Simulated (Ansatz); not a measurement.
# CH6BGa: small, medium and large basis sets

How large a basis does CH6BGa need? Two functionals are run in growing sets.

Program: Ansatz 0.2.0, Gaussian basis. Level of theory: one geometry, several basis sets. These are calculated values, not measurements.

Plan: PBE0-D4/def2-SVP; ωB97M-V/def2-SVP; PBE0-D4/def2-QZVPP; ωB97M-V/def2-QZVPP; the functionals' def2-TZVPP values are taken from earlier runs.

## Step 1: The geometry

An earlier PBE0-D4 in a triple-zeta def2 set relaxation fixed the geometry.

SMILES `B[CH2][GaH2]`, 9 atoms, charge 0, spin multiplicity 1.

Atoms are counted from 1 here; the program's logs count them from 0.

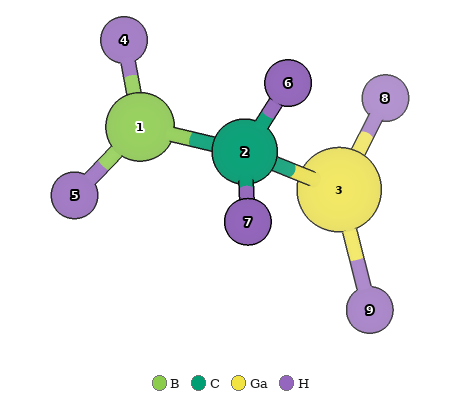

The structure; boron green, carbon teal, gallium yellow, hydrogen purple; atoms are numbered from 1 in the order of the file.

As a file:

```mol
CH6BGa
  3D, bonds by distance, orders not assigned

  9  8  0  0  0  0  0  0  0  0999 V2000
   -0.6632    0.6886   -0.9935 B   0  0
    0.6723    0.2886   -0.4063 C   0  0
    0.1070   -0.8169    1.1756 Ga  0  0
   -1.2504   -0.0489   -1.7359 H   0  0
   -1.2030    1.7068   -0.6573 H   0  0
    1.2453   -0.4515   -0.9744 H   0  0
    1.2966    1.0730    0.0228 H   0  0
   -0.3953   -2.2828    0.9442 H   0  0
    0.2791   -0.2032    2.6076 H   0  0
  1  2  8  0
  2  3  8  0
  1  4  8  0
  1  5  8  0
  2  6  8  0
  2  7  8  0
  3  8  8  0
  3  9  8  0
M  END
```

## Step 2: PBE0-D4 in def2-SVP

File in.yaml:

```yaml
crystal:
  periodic: [false, false, false]
  atoms:
    - {symbol: B, position_ang: [-0.663210, 0.688627, -0.993499]}
    - {symbol: C, position_ang: [0.672341, 0.288556, -0.406274]}
    - {symbol: Ga, position_ang: [0.107034, -0.816929, 1.175625]}
    - {symbol: H, position_ang: [-1.250440, -0.048923, -1.735949]}
    - {symbol: H, position_ang: [-1.202973, 1.706788, -0.657291]}
    - {symbol: H, position_ang: [1.245320, -0.451493, -0.974354]}
    - {symbol: H, position_ang: [1.296590, 1.072989, 0.022795]}
    - {symbol: H, position_ang: [-0.395296, -2.282776, 0.944199]}
    - {symbol: H, position_ang: [0.279133, -0.203239, 2.607649]}
basis:
  gaussian: {orbitals: def2-SVP}
hamiltonian: {xc: pbe0, dispersion: d4}
output: {orbitals: {seedname: orbitals}}
```

Launch:

```bash
$ ansatz run in.yaml --threads 2 --pin off --events-out ev --progress --plain --max-ram 4352MiB
```

After this run come: ωB97M-V in def2-SVP; PBE0-D4 in def2-QZVPP; ωB97M-V in def2-QZVPP.

Before running them: what should the planned runs give, taken together? Wanted: PBE0-D4: double and triple zeta above quadruple; ωB97M-V: double and triple zeta above quadruple.

As calculated:

```
                                       quantity           value
PBE0-D4: double and triple zeta above quadruple  10.02, 1.31 eV
ωB97M-V: double and triple zeta above quadruple  10.13, 1.27 eV
```

In words: PBE0-D4 gains 8.71 eV from double to triple zeta, then 1.31 eV more. Total energies overstate the basis error of differences, where much of it tends to cancel.
